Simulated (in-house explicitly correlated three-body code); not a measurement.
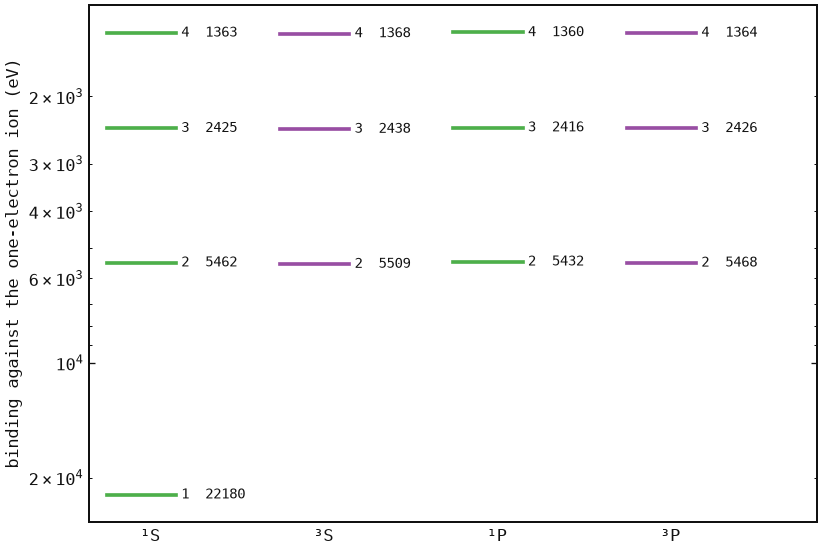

Two electrons around a point charge of unknown size. Computed variationally in 260 exponentially correlated functions with an in-house code, non-relativistic, converged to about 10⁻⁸ of the energy. The plot shows the bound S and P states that converged, by term and principal number n, on a logarithmic scale of binding.

> What is the nuclear charge?

Z = 41 (niobium). The outer electron of the excited states sees a charge of Z − 1, so they are bound by about 13.6 (Z − 1)²/n² eV. The ground state is bound by 22.18 keV. The n = 2 states drawn run, from the deepest, 2 ³S (5509 eV), 2 ³P (5468 eV), 2 ¹S (5462 eV), 2 ¹P (5432 eV). Exchange puts 2 ³S below 2 ¹S by 47.2 eV and 2 ³P below 2 ¹P by 35.8 eV. Quantum defects n − (Z − 1)/√(2 E(binding)): 2 ³S 0.012, 2 ³P 0.005, 2 ¹S 0.004, 2 ¹P −0.002.
